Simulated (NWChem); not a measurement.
**C3H8Si (SMILES C[SiH]1CC1) at 4 levels**

We compute a comparison of 4 runs (HF/STO-3G, HF/3-21G, B3LYP/6-31G*) of C3H8Si. 

Program for the calculation: NWChem 7.3.0.

### 1 Starting point

C3H8Si: 12 atoms, total charge 0, spin state singlet. As SMILES, `C[SiH]1CC1`. The coordinates come from a PBE0-D4/def2-TZVP relaxation.

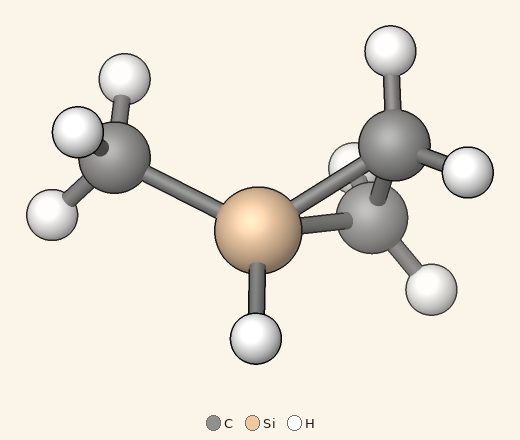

Viewed from a chosen angle; carbon grey, silicon light orange, hydrogen white.

### 2 Energy and forces at HF/STO-3G (run 1)

run.py

```python
from ase import Atoms
from ase.calculators.nwchem import NWChem

system = Atoms(['C', 'Si', 'C', 'C', 'H', 'H', 'H', 'H', 'H', 'H', 'H', 'H'], positions=[
    [-1.162000, 1.270900, -0.700500],
    [-0.552500, -0.097300, 0.405900],
    [1.241200, -0.261100, 0.801000],
    [0.694400, -1.313800, -0.198900],
    [-2.045800, 0.959800, -1.262000],
    [-1.422500, 2.159800, -0.121500],
    [-0.382700, 1.545100, -1.414900],
    [-1.525400, -0.558700, 1.423100],
    [1.946100, 0.457500, 0.393700],
    [1.552000, -0.639500, 1.769500],
    [1.065900, -1.238500, -1.216500],
    [0.668400, -2.339300, 0.155200],
])

calc = NWChem(
    label='c3h8si',
    theory='scf',
    memory='2200 mb',
    basis='STO-3G',
    basispar='spherical bse',
    scf={'nopen': '0', 'rhf': None, 'thresh': '1e-08', 'maxiter': '80'},
)
system.calc = calc

forces = system.get_forces()
print("Total energy (eV):", round(system.get_potential_energy(), 6))
print("forces (eV/A):")
for s, f in zip(system.symbols, forces):
    print(f"{s:2s} {f[0]:10.5f} {f[1]:10.5f} {f[2]:10.5f}")
print("dipole (e A):", system.get_dipole_moment().round(4))
```

Command:

```console
$ export ASE_NWCHEM_COMMAND="nwchem PREFIX.nwi > PREFIX.nwo"
$ python run.py
```

Standard output:

```text
Total energy (eV): -10951.150837
forces (eV/A):
C     0.06078    0.08356   -0.11976
Si    0.40006   -1.18903    1.03158
C    -0.81417    0.34993   -0.04463
C    -0.75981    0.45709    0.05579
H     0.34854    0.17370    0.20348
H     0.08695   -0.33219   -0.27655
H    -0.38793   -0.02741    0.24076
H     1.07940    0.51345   -1.12974
H    -0.09076   -0.25937    0.12629
H     0.00046    0.08423   -0.25978
H    -0.00273   -0.08603    0.29002
H     0.07914    0.23207   -0.11750
dipole (e A): [-0.2078  0.1213 -0.014 ]
```

The calculator wrote c3h8si.nwi:

```
title "c3h8si"

permanent_dir c3h8si

scratch_dir c3h8si

start c3h8si

geometry units angstrom nocenter noautosym noautoz
  C  -1.1619999999999999e+00 1.2708999999999999e+00 -7.0050000000000001e-01
  Si -5.5249999999999999e-01 -9.7299999999999998e-02 4.0589999999999998e-01
  C  1.2412000000000001e+00 -2.6110000000000000e-01 8.0100000000000005e-01
  C  6.9440000000000002e-01 -1.3138000000000001e+00 -1.9889999999999999e-01
  H  -2.0457999999999998e+00 9.5979999999999999e-01 -1.2620000000000000e+00
  H  -1.4225000000000001e+00 2.1598000000000002e+00 -1.2150000000000000e-01
  H  -3.8269999999999998e-01 1.5450999999999999e+00 -1.4149000000000000e+00
  H  -1.5254000000000001e+00 -5.5869999999999997e-01 1.4231000000000000e+00
  H  1.9460999999999999e+00 4.5750000000000002e-01 3.9369999999999999e-01
  H  1.5520000000000000e+00 -6.3949999999999996e-01 1.7695000000000001e+00
  H  1.0659000000000001e+00 -1.2384999999999999e+00 -1.2164999999999999e+00
  H  6.6839999999999999e-01 -2.3393000000000002e+00 1.5520000000000000e-01
end

memory 2200 mb

basis spherical bse noprint
   * library STO-3G
end

scf
  nopen 0
  rhf
  thresh 1e-08
  maxiter 80
end

task scf gradient
```

c3h8si.nwo:

```text
Northwest Computational Chemistry Package (NWChem) 7.3.0
             --------------------------------------------------------

           Job information
           ---------------

    nwchem branch   = 7.3.0
    use scalapack   = T
    input           = c3h8si.nwi
    prefix          = c3h8si.
    data base       = c3h8si/c3h8si.db
    status          = startup
    nproc           =        1

           Memory information
           ------------------

    heap     =     72089594 doubles =      550.0 Mbytes
    stack    =     72089599 doubles =      550.0 Mbytes
    global   =    144179200 doubles =     1100.0 Mbytes (distinct from heap & stack)
    total    =    288358393 doubles =     2200.0 Mbytes
    verify   = yes
    hardfail = no

[... 146 lines left out ...]
 Convergence threshold     :          1.000E-08
[... 12 lines left out ...]
       Final RHF  results
[... 3 lines left out ...]
      One-electron energy =   -883.008609046876
[... 1 line left out ...]
 Nuclear repulsion energy =    164.680657496165
[... 38 lines left out ...]
                       ROHF Final Molecular Orbital Analysis
[... 218 lines left out ...]
                         RHF ENERGY GRADIENTS

    atom               coordinates                        gradient
                 x          y          z           x          y          z
   1 C      -2.195862   2.401653  -1.323753   -0.001182  -0.001625   0.002329
   2 Si     -1.044074  -0.183870   0.767040   -0.007780   0.023123  -0.020061
   3 C       2.345528  -0.493407   1.513671    0.015833  -0.006805   0.000868
[... 8 lines of this table left out ...]
  12 H       1.263093  -4.420636   0.293285   -0.001539  -0.004513   0.002285

                 ----------------------------------------
                 |  Time  |  1-e(secs)   |  2-e(secs)   |
                 ----------------------------------------
                 |  CPU   |       0.00   |       0.31   |
                 ----------------------------------------
                 |  WALL  |       0.00   |       0.31   |
                 ----------------------------------------

 Task  times  cpu:        2.7s     wall:        2.7s
 Total times  cpu:        2.8s     wall:        2.8s
```

Run time: 3.9 s. Hardware: 1 thread of AMD EPYC 7B13 (Zen 3), shared host; peak memory 0.1 GiB.

### 3 Energy and gradient at HF/3-21G (run 2)

struct.xyz

```xyz
12

C     -1.162000     1.270900    -0.700500
Si    -0.552500    -0.097300     0.405900
C      1.241200    -0.261100     0.801000
C      0.694400    -1.313800    -0.198900
H     -2.045800     0.959800    -1.262000
H     -1.422500     2.159800    -0.121500
H     -0.382700     1.545100    -1.414900
H     -1.525400    -0.558700     1.423100
H      1.946100     0.457500     0.393700
H      1.552000    -0.639500     1.769500
H      1.065900    -1.238500    -1.216500
H      0.668400    -2.339300     0.155200
```

struct.nw

```
start struct
memory stack 880 mb heap 220 mb global 1100 mb
geometry noautosym nocenter noautoz
   load format xyz struct.xyz
end
basis "ao basis" spherical bse
   * library 3-21G
end
scf
   singlet
   rhf
   thresh 1e-08
   maxiter 80
end
task scf gradient
```

Command:

```console
$ nwchem struct.nw > struct.out
```

Standard output:

```text
[...]
  functions       =    56
[...]
  wavefunction    = RHF
[...]
         Total SCF energy =   -404.971617764684
      One-electron energy =   -883.521647153287
      Two-electron energy =    313.869371892438
 Nuclear repulsion energy =    164.680657496165
        Time for solution =      2.4s
[...]
                         RHF ENERGY GRADIENTS
    atom               coordinates                        gradient
                 x          y          z           x          y          z
   1 C      -2.195862   2.401653  -1.323753    0.007091  -0.014754   0.011629
   2 Si     -1.044074  -0.183870   0.767040    0.023237  -0.000209  -0.012472
   3 C       2.345528  -0.493407   1.513671   -0.025973  -0.007406  -0.013729
   4 C       1.312226  -2.482722  -0.375866   -0.009728   0.023827   0.015967
   5 H      -3.866001   1.813759  -2.384834   -0.003968  -0.002349  -0.001945
   6 H      -2.688135   4.081430  -0.229602   -0.000983   0.003433   0.003538
   7 H      -0.723198   2.919816  -2.673773    0.004271   0.000309  -0.002658
   8 H      -2.882588  -1.055790   2.689269    0.000216  -0.000189   0.000074
   9 H       3.677596   0.864550   0.743985    0.003700   0.004856  -0.002339
  10 H       2.932855  -1.208480   3.343870    0.001393  -0.002000   0.006127
  11 H       2.014259  -2.340426  -2.298852    0.001538   0.000636  -0.006339
[...]
```

Wall time 3.6 s (1 thread of AMD EPYC 7B13 (Zen 3), shared host); peak memory 0.1 GiB.

Run 3 isn't shown in full; the table further down has it.

### 4 Energy and gradient at B3LYP/6-31G(d) (Cartesian functions) (run 4)

c3h8si.nw

```
start c3h8si
memory total 2200 mb

geometry units bohr noautosym nocenter noautoz
C   -2.19586176   2.40165293  -1.32375315
Si  -1.04407368  -0.18387035   0.76703983
C    2.34552807  -0.49340749   1.51367063
C    1.31222582  -2.48272218  -0.37586653
H   -3.86600171   1.81375913  -2.38483437
H   -2.68813541   4.08143048  -0.22960172
H   -0.72319819   2.91981584  -2.67377349
H   -2.88258823  -1.05578999   2.68926925
H    3.67759601   0.86454970   0.74398518
H    2.93285495  -1.20847986   3.34387038
H    2.01425908  -2.34042581  -2.29885183
H    1.26309294  -4.42063632   0.29328549
end

basis cartesian
C library 6-31G*
Si library 6-31G*
H library 6-31G*
end

dft
xc b3lyp
grid xfine
convergence energy 1e-08
maxiter 100
mulliken
noprint "final vectors analysis"
end

task dft gradient
```

Command:

```console
$ nwchem c3h8si.nw > c3h8si.out
```

Standard output:

```text
[...]
          Wavefunction type:  closed shell.
          No. of atoms     :    12
          No. of electrons :    40
[...]
          Charge           :     0
          Spin multiplicity:     1
[...]
          AO basis - number of functions:    80
[...]
              XC Information
              --------------
                         B3LYP Method XC Potential
                     Hartree-Fock (Exact) Exchange  0.200
                        Slater Exchange Functional  0.800 local
                    Becke 1988 Exchange Functional  0.720 non-local
              Lee-Yang-Parr Correlation Functional  0.810
                  VWN I RPA Correlation Functional  0.190 local
[...]
 d= 0,ls=0.0,diis     1   -408.5561374117 -5.73D+02  8.68D-03  4.24D-01     4.9
[...]
 d= 0,ls=0.0,diis     8   -408.5960840518 -2.01D-09  2.62D-06  3.82D-08    32.8
         Total DFT energy =     -408.596084051772
      One electron energy =     -887.034790338116
           Coulomb energy =      353.993593587570
    Exchange-Corr. energy =      -40.235532943935
 Nuclear repulsion energy =      164.680645642708
[...]
  wavefunction    = closed shell
                         DFT ENERGY GRADIENTS
    atom               coordinates                        gradient
                 x          y          z           x          y          z
   1 C      -2.195862   2.401653  -1.323753    0.001653  -0.002398   0.001599
   2 Si     -1.044074  -0.183870   0.767040    0.009224  -0.000646  -0.004353
   3 C       2.345528  -0.493407   1.513671   -0.005325  -0.000458  -0.002145
   4 C       1.312226  -2.482722  -0.375867   -0.002800   0.004367   0.002472
   5 H      -3.866002   1.813759  -2.384834    0.001767  -0.000073   0.001553
   6 H      -2.688135   4.081430  -0.229602    0.000651  -0.002188  -0.000468
   7 H      -0.723198   2.919816  -2.673773   -0.001027  -0.001065   0.001683
   8 H      -2.882588  -1.055790   2.689269    0.000656   0.000218  -0.000593
   9 H       3.677596   0.864550   0.743985   -0.002085  -0.001409   0.000550
  10 H       2.932855  -1.208480   3.343870   -0.001267   0.000697  -0.002149
  11 H       2.014259  -2.340426  -2.298852   -0.001133   0.000391   0.002261
[...]
```

Run time: 41 s. Hardware: 1 thread of AMD EPYC 7B13 (Zen 3), shared host; peak memory 0.16 GiB.

### 5 The series

```
run                               level  iteration cap  module  energy (Eh)  dipole moment (D)  HOMO energy (eV)  LUMO energy (eV)  wall time
  1                           HF/STO-3G             80     scf  -402.447374               1.16             -7.35             11.08      3.9 s
  2                            HF/3-21G             80     scf  -404.971618               0.89             -9.27              4.96      3.6 s
  3  B3LYP/6-31G* (spherical functions)            100     dft  -408.592206               0.75             -6.22              1.25       39 s
  4  B3LYP/6-31G* (Cartesian functions)            100     dft  -408.596084               0.75                 –                 –       41 s
```

### 6 Outcome

| quantity | value |
| --- | --- |
| run 4: total energy | -408.59608 Eh |
| run 4: dipole moment | 0.75 D |
| run 4: largest force on an atom | 0.526 eV/Å |

What this shows: The dipole moment (its size) runs from 0.75 D (B3LYP/6-31G*) to 1.16 D (HF/STO-3G). The two ends differ in method and basis. Over runs 1, 2, 3 the HOMO–LUMO gap runs from 7.47 eV (B3LYP/6-31G*) to 18.43 eV (HF/STO-3G). In run 1 the basis is minimal, so the values are rough. All runs together took 87 s, the longest 41 s.
